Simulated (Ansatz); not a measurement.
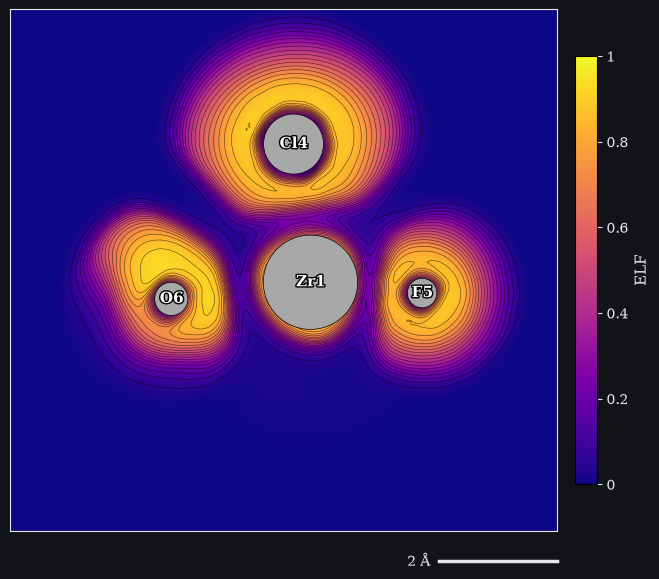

Cl$_{2}$F$_{2}$H$_{2}$OZr. Electron localisation function on the plane of atoms Cl4, Zr1 and O6. Grey discs cover the atomic cores.

Core potentials replace the inner electrons of Zr.

Computed with RKS PBE/def2-SVP in Ansatz.

```
atom    x (Å)    y (Å)    z (Å)
  Zr  -0.0100   0.0720   0.0663
   F  -0.3869  -0.2395   1.9268
  Cl   2.1861  -0.2279  -0.8530
  Cl  -1.3089   1.7589  -0.9553
   F  -0.7983  -1.5227  -0.6123
   O   1.2220   1.7376   1.2340
   H   2.1681   1.7571   0.9856
   H   1.1801   1.6446   2.2064
```

Read the bonding off the picture.

Answer.
- The plane passes through Zr, Cl, F and O nuclei.
- Zr–F (1.90 Å): the ELF peaks at about 0.85 in the valence shell of F, 0.5 Å from its nucleus, and drops to about 0.25 between the two atoms.
- Zr–Cl (2.36 Å): the ELF peaks at about 0.85 in the valence shell of Cl, 0.8 Å from its nucleus, and is about 0.35 at the midpoint.
- Zr–O (2.38 Å): the ELF peaks at about 0.90 in the valence shell of O, 0.6 Å from its nucleus, and drops to about 0.10 between the two atoms.
